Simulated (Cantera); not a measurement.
Charge: 1 mol B, 8 mol H2O, held at 0.0133 bar.

Method: chemical equilibrium by Gibbs-energy minimisation in Cantera with the NASA 1993 tables (ideal gas, pure condensed phases). Candidate condensed phases: B, B2O3, B3O3H3, H2O; 23 gas species. Equilibrium is a limit: real reactors are often held back by kinetics, nucleation or transport.

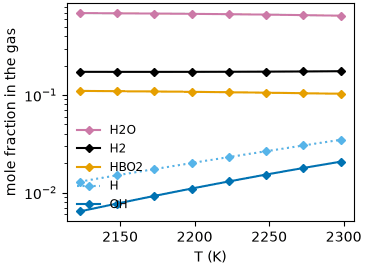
Figure. Equilibrium gas composition (values under 1e-9 drawn at 1e-9)

Task: Read off the mole fractions at 2173 K.

Result: H2O about 0.69, H2 about 0.17, HBO2 about 0.11, H about 0.017, OH about 0.0092.
